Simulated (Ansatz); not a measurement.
Input

```
basis:
  gaussian: {orbitals: def2-TZVPD}
crystal:
  periodic: [false, false, false]
  atoms:
    - symbol: Cl
      position_ang: [0.769648, 1.010728, 0.526006]
    - symbol: F
      position_ang: [0.786556, -0.316797, -2.239872]
    - symbol: Si
      position_ang: [-2.020460, -1.094521, -0.505079]
    - symbol: Si
      position_ang: [0.358758, -0.892477, -0.810001]
    - symbol: Si
      position_ang: [-1.296119, 0.461146, 1.001265]
    - symbol: H
      position_ang: [-1.651155, 1.369224, 2.125223]
    - symbol: H
      position_ang: [1.408693, -1.784272, -0.263852]
total_charge: 1
magnetization: {spin_polarized: true, initial_magnetization: 1}
hamiltonian: {xc: {name: PBE0}}
output: {forces: true, orbitals: {seedname: orbitals}}
```

Run with:

```sh
ansatz run input.yaml --threads 2 --pin off --max-ram 4350MiB --events-out events.jsonl --progress --plain --runs-dir runs
```

Geometry: PBE0-D3(BJ)/def2-SVP.

Theory: isolated molecule in a Gaussian basis; Kohn-Sham density functional theory, functional PBE0 in Ansatz.

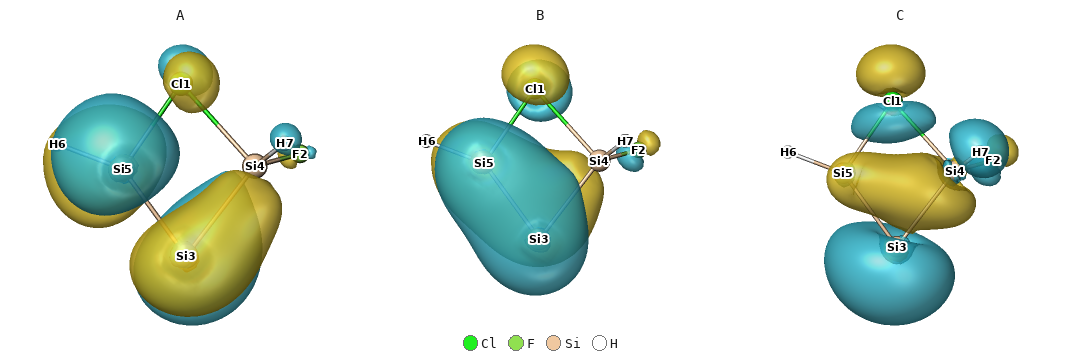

ClFH2Si3 (charge +1, doublet). Three frontier orbitals at ±0.08 Å⁻³ᐟ² (yellow and cyan are the two phases), in no order.

Question: Order the three orbitals by energy and name them. All are α orbitals.

Answer: C is the HOMO−1 (α) (−12.61 eV). It lies mainly on Si3 (about 55 %), Si4 (about 15 %), Cl1 (about 10 %) and Si5 (about 10 %). B is the HOMO (α) (−12.00 eV). It lies mainly on Si5 (about 40 %), Si3 (about 40 %), Cl1 (about 10 %) and Si4 (about 10 %); π-bonding across Si5–Si3. A is the LUMO (α) (−7.72 eV). It lies mainly on Si3 (about 40 %), Si5 (about 40 %) and Si4 (about 10 %); π-antibonding (π*) across Si3–Si5.

Question: What is the gap between the highest occupied and lowest empty α orbitals?

Answer: 4.28 eV between the orbital energies.
